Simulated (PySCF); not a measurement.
**H12Si5, SMILES `[SiH3][SiH2][SiH2][SiH2][SiH3]`: what the electrons do**

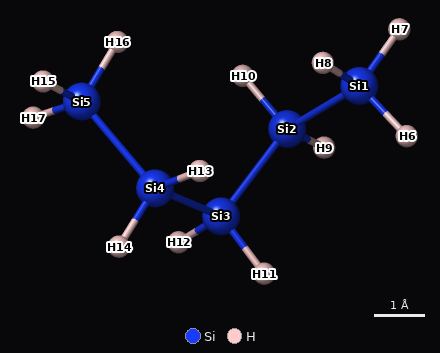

The molecule, with its atoms numbered as below. No frequency check shows the geometry to be a minimum.

Geometry (Å), atoms numbered from 1:

```
Si1     -2.7548   -1.0979    0.5364
Si2     -1.7117    0.3538   -0.9285
Si3     -0.0037    1.6250    0.0051
Si4      1.7033    0.3456    0.9290
Si5      2.7666   -1.0847   -0.5425
H6      -3.3885   -0.3807    1.6461
H7      -3.7982   -1.9345   -0.0596
H8      -1.7816   -2.0155    1.1375
H9      -2.7141    1.2034   -1.5914
H10     -1.1419   -0.4155   -2.0494
H11     -0.5807    2.5363    1.0076
H12      0.5708    2.5519   -0.9841
H13      1.1232   -0.4420    2.0320
H14      2.6966    1.1883    1.6140
H15      3.7843   -1.9466    0.0618
H16      1.7987   -1.9783   -1.1869
H17      3.4372   -0.3523   -1.6199
```

## 1. Local ionisation energy

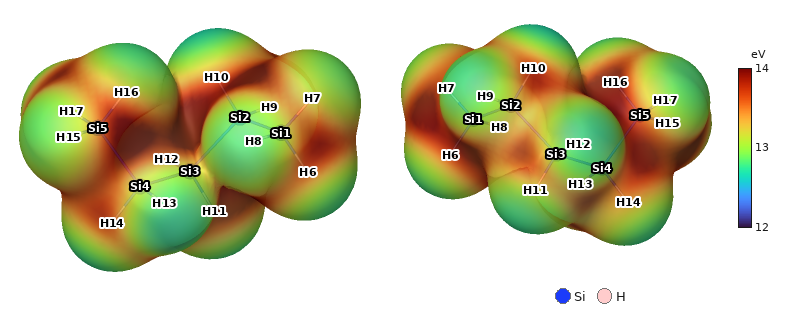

Average local ionisation energy on the surface of electron density 0.001 a.u. (back view left, front view right).

Level of theory: ωB97X/def2-TZVP (PySCF), at a geometry from GFN2-xTB.

**Locate the minima of the map.**

The lowest value is 12.7 eV, 1.5 Å from H10. For comparison, the highest occupied orbital lies at −10.3 eV.

**What volume does the surface enclose, and what is the dipole moment?**

About 236 Å³; the dipole moment is 0.2 D.

## 2. In an electric field

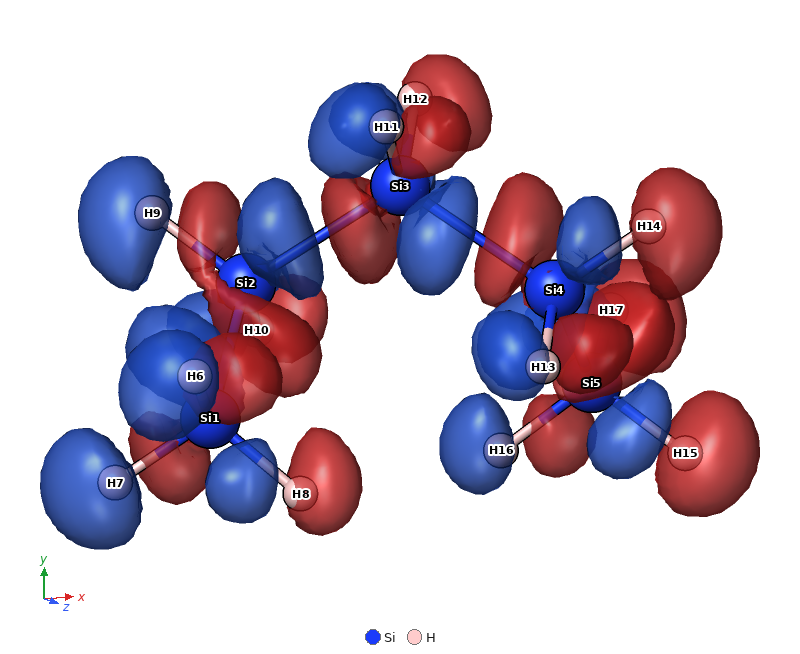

Change of the electron density in a uniform field of 0.21 V/Å, surfaces at ±0.002 e/Å³ (blue: gain, red: loss).

Computed with PySCF, ωB97X/def2-TZVP, geometry: GFN2-xTB. A basis without diffuse functions makes polarisabilities too small.

**Along which Cartesian direction does the field point?**

Along +x: electrons gather on the −x side, against the field.

**How large is the response?**

The induced dipole is 1.67 D (along the field); α along this axis, from the fields in both directions, is 164 bohr³ (24.3 Å³).

**Which atoms gain and lose the most charge?**

Electrons gather most on H7 (Hirshfeld charge changes by −0.010 e) and leave H15 most (+0.010 e); 0.130 electrons are displaced in all.

## 3. Removing or adding an electron

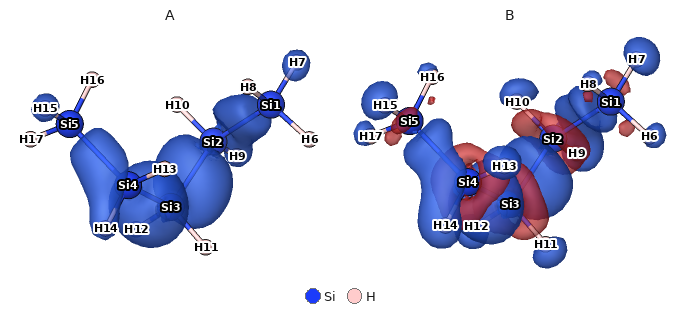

The Fukui function f⁻ from two separate SCF calculations and the density of the HOMO, at ±0.015 e/Å³ (blue positive, red negative).

Method: ωB97X/def2-TZVP; geometry: GFN2-xTB; program: PySCF.

**Which panel is which, and how good is the frozen-orbital picture?**

B is f⁻ (it has negative regions), A the HOMO density. The HOMO lies on Si3 (31 %), Si2 and Si4 (21 % each) and Si1 and Si5 (6 % each); f⁻ (Hirshfeld-condensed) is largest on Si3 (0.17), Si2 (0.13) and Si4 (0.13); the vertical ionisation energy is 9.93 eV (the stability of the cation's solution wasn't checked). Relaxation shifts 30 % of the electron between atoms. The orbital energy is −10.32 eV.

The PySCF runs shown took 46 s, 2.1 min and 2.9 min on 1 thread of Intel(R) Xeon(R) Platinum 8259CL CPU @ 2.50GHz (Skylake/Cascade Lake) (shared host).
